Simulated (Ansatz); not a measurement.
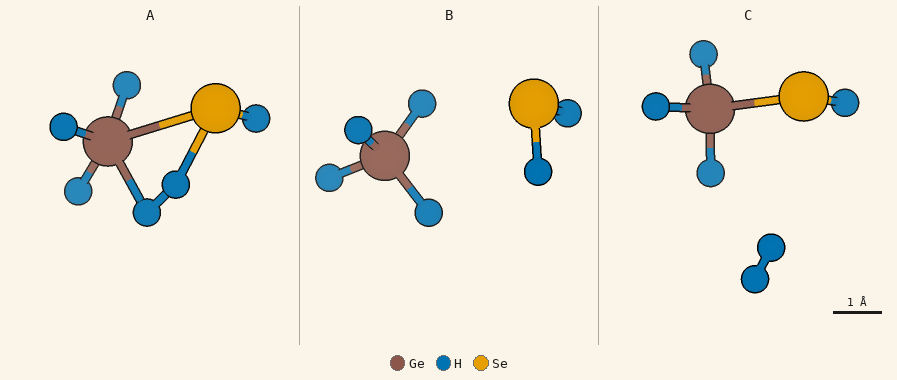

Three geometries of GeH₆Se: a saddle point and the two minima that it joins, in shuffled order. Style: ball-and-stick. Shown from a free direction. Sticks join atoms that are closer than about 1.2 times the sum of their covalent radii (a little more with hydrogen).

Stationary points at PBE0-D4/def2-TZVP, single-point energies with CCSD(T)/CBS, BLYP-D4, B97M-V, SPW92 (LDA), wB97M-V, PBE0-D4 (def2-TZVPP where no basis is named; Ansatz 0.2.0). The energies are electronic, without zero-point or thermal terms, and both ends are the minima reached downhill from the saddle, with any fragments still in contact. CCSD(T)/CBS stands for a frozen-core estimate: MP2 correlation extrapolated from def2-TZVPP and def2-QZVPP, CCSD(T) minus MP2 from the smaller set.

Identify the saddle point and describe the reaction.

Answer. Frame A is the saddle point. Counted by bonded pieces, B holds GeH₄ + H₂Se and C holds GeH₄Se + H₂. From B over the saddle to C, bonds form: Ge–Se (4.00 → 2.83 → 2.36 Å), H–H (3.35 → 0.95 → 0.75 Å). Bonds break: Ge–H (1.53 → 1.83 → 4.00 Å), H–Se (1.47 → 1.86 → 3.26 Å). The saddle has one imaginary mode, 1359i cm⁻¹. With CCSD(T)/CBS the barrier is 2.34 eV from B and 2.69 eV from C, and C lies 0.35 eV below B.

| level | barrier from B (eV) | barrier from C (eV) | C less B (eV) |
| --- | --- | --- | --- |
| CCSD(T)/CBS | 2.34 | 2.69 | −0.35 |
| BLYP-D4 | 2.01 | 2.36 | −0.35 |
| B97M-V | 2.25 | 2.46 | −0.22 |
| SPW92 (LDA) | 1.66 | 1.94 | −0.27 |
| wB97M-V | 2.34 | 2.66 | −0.31 |
| PBE0-D4 | 2.07 | 2.42 | −0.35 |

Against CCSD(T)/CBS, wB97M-V comes closest on the barrier from B (+0.00 eV) and SPW92 (LDA) misses most (−0.68 eV).

Limits of the set-up: the start holds two separate molecules, 3.3 Å apart at their closest, whose relative position is a soft coordinate.
